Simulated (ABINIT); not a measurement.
Band structure of SnTe (Fm-3m, 2 atoms in the cell).

```yaml
crystal:
  lattice:
    - [0.00000, 3.12401, 3.12401]
    - [3.12401, 0.00000, 3.12401]
    - [3.12401, 3.12401, 0.00000]
  atoms:
    - { symbol: Sn, position: [0.00000, 0.00000, 0.00000] }
    - { symbol: Te, position: [0.50000, 0.50000, 0.50000] }
```

Method of the run: PBE, norm-conserving pseudopotentials (PseudoDojo nc-sr-05 PBE standard) (plane waves; ABINIT).

Settings: pseudos = [Sn.upf, Te.upf]; ecut = 41 Ha; occopt = 7; tsmear = 0.00499791 Ha; ngkpt = 6 6 6; nshiftk = 1; shiftk = 0 0 0; potentials = PseudoDojo nc-sr-05 PBE standard; kptopt = 1; nstep = 80; toldfe1 = 1e-09 Ha; ndtset = 2; getden2 = 1.

The starting cell comes from a database of computed structures (which also holds hypothetical and non-ambient phases and stackings), without a prior relaxation at this level. Its lattice was rescaled by a random factor within 2.5 % of one. Spin-orbit coupling is off. The run gives no clean gap (levels at the Fermi energy touch, overlap or are partly filled at this smearing), which alone does not show that the compound is a metal.

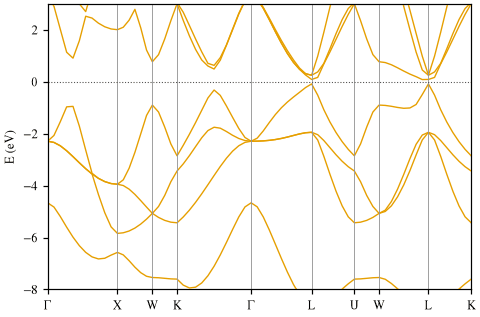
Bands along the path, energies from the Fermi level.

Levels in eV from the Fermi level, bands 12 to 19:
```tsv
point	12	13	14	15	16	17	18	19
Γ	-4.66	-2.29	-2.29	-2.29	3.32	3.32	3.32	4.65
X	-6.57	-5.84	-3.95	-3.95	2.00	4.97	4.97	6.49
W	-7.54	-5.07	-5.07	-0.90	0.77	4.55	4.55	6.10
K	-7.60	-5.43	-3.44	-2.85	3.00	3.04	4.13	5.61
L	-8.56	-1.95	-1.95	-0.08	0.09	0.25	0.25	7.76
U	-7.60	-5.43	-3.44	-2.85	3.00	3.04	4.13	5.61
```

No band crosses the Fermi level by more than 0.03 eV along this path.
